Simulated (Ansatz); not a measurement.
# One shape, several levels: BPH4 (SMILES BP)

We compute a comparison of 6 runs (B3LYP/STO-3G, BHLYP/STO-3G, BLYP/STO-3G, PBE/STO-3G, CCSDT(Q)/STO-3G, FCI/STO-3G) of BPH4. 

The results are computed with Ansatz 0.2.0.

53 further runs of the same task are left out: 53 set aside as unsound or not needed.

## Step 1: The structure to begin with

BPH4: 6 atoms, total charge 0, spin state singlet. SMILES: `BP`. The H5–P2 distance was set to 2.067 Å, away from the relaxed value. At this shape a bond of the SMILES string is far longer than usual.

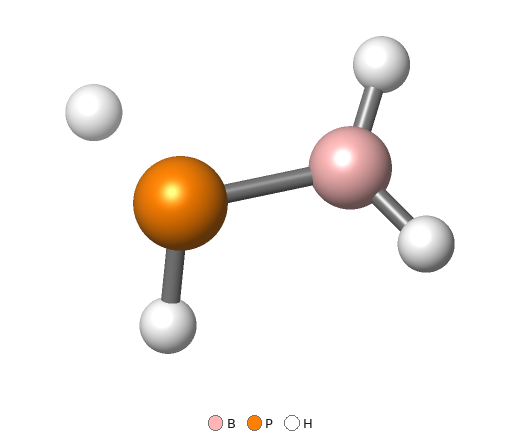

Viewed from a chosen angle; boron pink, phosphorus orange, hydrogen white.

## Step 2: The energy at B3LYP/STO-3G (run 1)

Contents of input.yaml:

```yaml
basis:
  gaussian:
    orbitals: STO-3G
crystal:
  periodic: [false, false, false]
  atoms:
    - {symbol: B, position_ang: [-0.107526, -1.063103, 0.770563]}
    - {symbol: P, position_ang: [0.268554, 0.733627, 0.911313]}
    - {symbol: H, position_ang: [-0.887646, -1.546333, 1.494613]}
    - {symbol: H, position_ang: [0.549044, -1.736013, 0.075753]}
    - {symbol: H, position_ang: [0.599110, 1.319050, -1.043720]}
    - {symbol: H, position_ang: [-0.972456, 1.317057, 1.049893]}
hamiltonian:
  xc: {name: B3LYP}
accuracy: high
```

Run with:

```console
$ ansatz run input.yaml --threads 1 --pin off --max-ram 2610MiB --events-out events.jsonl --progress --plain --runs-dir runs
```

What it wrote:

```text
Warning: RAYON_NUM_THREADS=1 ignored (pool sized by the plan → 1); use --threads N
Functional definition: B3LYP
  name "B3LYP"
  parameter a0 = 0.2
  parameter ax = 0.72
  parameter ac = 0.81
  exchange = (1 - a0 - ax)*slater_x + ax*b88_x + a0*exact_x
  correlation = (1 - ac)*vwn_rpa_c + ac*lyp_c
313 factors; integrals over basis functions are off by at most 2.1e-8 eV
mean field evaluation 1: about -9912.5920 eV, gradient 1.4e1 eV
mean field evaluation 2: about -9911.2580 eV, gradient 2.0e1 eV
mean field evaluation 4: about -9913.4733 eV, gradient 3.3e-1 eV
mean field evaluation 8: about -9913.4046 eV, gradient 2.7e-2 eV
mean field evaluation 16: about -9913.4046 eV, gradient 5.7e-8 eV
mean field -9913.40458620 eV, -364.3108989958 hartree, gradient 5.7e-8 eV, S^2 0.000000; 0 other end points of the search recorded, 0 dependent functions left out
reference -9913.40461373 eV, -364.3109000077 hartree; 12, 12 occupied and 6, 6 virtual orbitals, 313 factors
Total energy: -9913.40461373 eV, -364.3109000077 hartree
```

Run time: 0.68 s. Hardware: 1 thread of AMD EPYC 7R13 (Zen 3), shared host.

## Step 3: A single-point energy at BHLYP/STO-3G (run 2)

Contents of run.yaml:

```yaml
crystal:
  periodic: [false, false, false]
  atoms:
    - {symbol: B, position_ang: [-0.107526, -1.063103, 0.770563]}
    - {symbol: P, position_ang: [0.268554, 0.733627, 0.911313]}
    - {symbol: H, position_ang: [-0.887646, -1.546333, 1.494613]}
    - {symbol: H, position_ang: [0.549044, -1.736013, 0.075753]}
    - {symbol: H, position_ang: [0.599110, 1.319050, -1.043720]}
    - {symbol: H, position_ang: [-0.972456, 1.317057, 1.049893]}
basis:
  gaussian: {orbitals: STO-3G}
hamiltonian: {xc: {name: BHLYP}}
accuracy: high
```

Run with:

```console
$ ansatz run run.yaml --threads 1 --pin off --max-ram 2610MiB --events-out events.jsonl --progress --plain --runs-dir runs
```

What it wrote:

```text
Warning: RAYON_NUM_THREADS=1 ignored (pool sized by the plan → 1); use --threads N
Functional definition: BHLYP
  name "BHLYP"
  parameter a = 0.5
  exchange = (1 - a)*b88_x + a*exact_x
  correlation = lyp_c
313 factors; integrals over basis functions are off by at most 2.1e-8 eV
mean field evaluation 1: about -9911.7910 eV, gradient 1.1e1 eV
mean field evaluation 2: about -9912.0296 eV, gradient 8.0e0 eV
mean field evaluation 4: about -9912.3914 eV, gradient 3.9e-1 eV
mean field evaluation 8: about -9912.3495 eV, gradient 4.3e-3 eV
mean field evaluation 16: about -9912.3495 eV, gradient 1.2e-7 eV
mean field -9912.34952543 eV, -364.2721262276 hartree, gradient 1.3e-8 eV, S^2 0.000000; 0 other end points of the search recorded, 0 dependent functions left out
reference -9912.34954431 eV, -364.2721269217 hartree; 12, 12 occupied and 6, 6 virtual orbitals, 313 factors
Total energy: -9912.34954431 eV, -364.2721269217 hartree
```

Run time: 0.7 s. Hardware: 1 thread of AMD EPYC 7R13 (Zen 3), shared host.

Runs 3 to 5 aren't shown in full; the table further down has their settings and results.

## Step 4: The energy at FCI/STO-3G (run 6)

Contents of molecule.yaml:

```yaml
crystal:
  periodic: [false, false, false]
  atoms:
    - {symbol: B, position_ang: [-0.107526, -1.063103, 0.770563]}
    - {symbol: P, position_ang: [0.268554, 0.733627, 0.911313]}
    - {symbol: H, position_ang: [-0.887646, -1.546333, 1.494613]}
    - {symbol: H, position_ang: [0.549044, -1.736013, 0.075753]}
    - {symbol: H, position_ang: [0.599110, 1.319050, -1.043720]}
    - {symbol: H, position_ang: [-0.972456, 1.317057, 1.049893]}
basis:
  gaussian:
    orbitals: STO-3G
accuracy: high
correlation:
  method: fci
  frozen_orbitals: {B: 1, H: 0, P: 5}
```

Run with:

```console
$ ansatz run molecule.yaml --threads 1 --pin off --max-ram 2610MiB --events-out events.jsonl --progress --plain --runs-dir runs
```

What it wrote:

```text
Warning: RAYON_NUM_THREADS=1 ignored (pool sized by the plan → 1); use --threads N
Functional definition: HF
  name "HF"
  exchange = exact_x
  correlation = 0
313 factors; integrals over basis functions are off by at most 2.1e-8 eV
mean field evaluation 1: about -9889.3188 eV, gradient 1.2e1 eV
mean field evaluation 2: about -9889.3312 eV, gradient 1.2e1 eV
mean field evaluation 4: about -9890.0498 eV, gradient 7.2e-1 eV
mean field evaluation 8: about -9890.0537 eV, gradient 1.1e-2 eV
mean field -9890.05365600 eV, -363.4527681388 hartree, gradient 4.7e-8 eV, S^2 0.000000; 0 other end points of the search recorded, 0 dependent functions left out; unrestricted orbitals would lower it
mean field evaluation 16: about -9890.6090 eV, gradient 5.9e-2 eV
6 core orbitals not correlated: weight in the atoms' cores, before any rotation towards them, 1.000 or more for the frozen orbitals, at most 0.000 for the correlated occupied ones
reference -9890.05365600 eV, -363.4527681388 hartree; 6, 6 occupied and 6, 6 virtual orbitals, 313 factors
state -9894.02508071 eV, -363.5987153050 hartree
Total energy: -9894.02508071 eV, -363.5987153050 hartree
```

Run time: 2.7 s. Hardware: 1 thread of AMD EPYC 7R13 (Zen 3), shared host; peak memory 0.15 GiB.

## Step 5: All runs side by side

| run | level | frozen core orbitals | energy (Eh) | wall time |
| --- | --- | --- | --- | --- |
| 1 | B3LYP/STO-3G | – | -364.310900 | 0.68 s |
| 2 | BHLYP/STO-3G | – | -364.272127 | 0.7 s |
| 3 | BLYP/STO-3G | – | -364.246914 | 0.66 s |
| 4 | PBE/STO-3G | – | -364.080275 | 0.66 s |
| 5 | CCSDT(Q)/STO-3G | 6 | -363.598713 | 0.26 s |
| 6 | FCI/STO-3G | 6 | -363.598715 | 2.7 s |

## Step 6: What came out

| quantity | value |
| --- | --- |
| run 6: total energy | -363.59872 Eh |
| run 6: correlation energy (6 core orbitals frozen) | -145.9 mEh |

Against full CI in this basis: CCSDT(Q) +0.0 mEh. Totals of different functionals can't be ranked against each other. In run 5 the log says that unrestricted orbitals would lower the reference, so the values rest on an unstable closed-shell determinant (other closed-shell runs at this shape may share the fault). In runs 1, 2, 3, 4, 5, 6 the basis is minimal, so the values are rough. All runs together took 5.7 s, the longest 2.7 s.
